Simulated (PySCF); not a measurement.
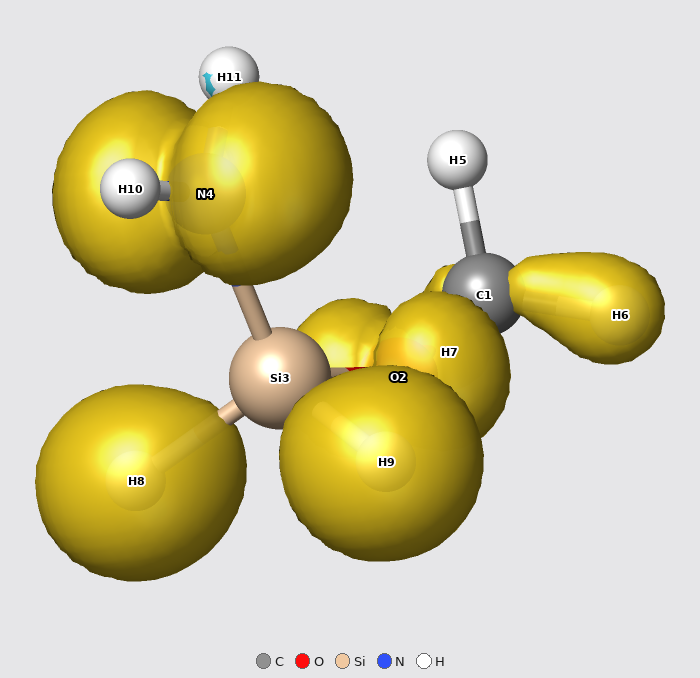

Figure 1: CH7NOSi (SMILES CO[SiH2][NH2+]) (charge +1, doublet). Isosurfaces of the spin density at +0.02 (yellow) and −0.02 e/Å³ (cyan), seen at an oblique angle.

Geometry: GFN2-xTB.

Theory: PySCF, UKS B3LYP, pcH-1 on C H N O Si, non-relativistic, mean-field spin-orbit, GIAO.

```xyz
11

C     1.8903   -0.2030    0.1270
O     0.6023   -0.7043    0.0383
Si   -0.9709   -0.5240   -0.0685
N    -1.6685    1.0395   -0.0723
H     1.9105    0.8843    0.0486
H     2.3273   -0.5137    1.0832
H     2.4986   -0.6524   -0.6654
H    -1.2932   -1.1846   -1.3470
H    -1.4610   -1.2550    1.1144
H    -2.6637    1.2010   -0.1326
H    -1.1663    1.9148   -0.0120
```

Describe the spin distribution.

Answer. The unpaired spin (1 electron) lies mostly on N4 (about 0.4), O2 (about 0.2), H8 (about 0.1) and H9 (about 0.1), in electrons by Hirshfeld's partition.
